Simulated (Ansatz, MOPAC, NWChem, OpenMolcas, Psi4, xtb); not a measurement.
# How methods differ on C4H4Si (SMILES C#C[SiH2]C#C)

C4H4Si, singlet, SMILES `C#C[SiH2]C#C`. Each level relaxes the structure for itself.

Each level gives the zero-point energy at each level's own minimum (kJ/mol). The values are calculated.

| level | kind | program | value (kJ/mol) |
| --- | --- | --- | --- |
| AM1 | semi-empirical | MOPAC | 150.2 |
| PM6 | semi-empirical | MOPAC | 135.2 |
| PM6-DH2X | semi-empirical | MOPAC | 135.0 |
| GFN2-xTB | semi-empirical | xtb | 138.4 |
| HF/3-21G | Hartree–Fock | OpenMolcas | 161.2 |
| HF/6-31G* (Cartesian functions) | Hartree–Fock | OpenMolcas | 157.8 |
| PBE0/def2-SVP | global hybrid | NWChem | 146.3 |
| PBE0-D4/def2-TZVP | global hybrid | Ansatz | 145.5 |
| MP2/def2-SVP (density fitting, density fitting for correlation) | perturbation theory | Psi4 | 145.2 |

Harmonic and unscaled. The values span 135.0 to 161.2 kJ/mol.

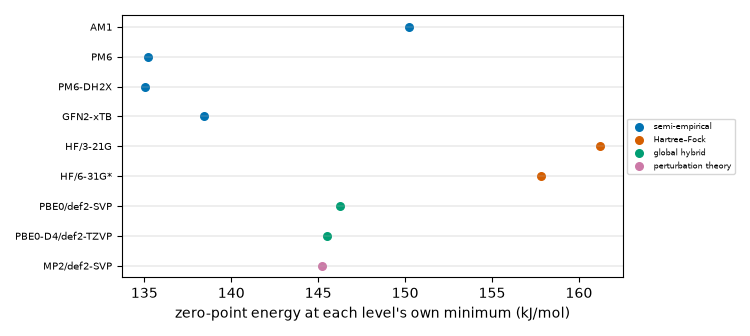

The values of the table, level by level.
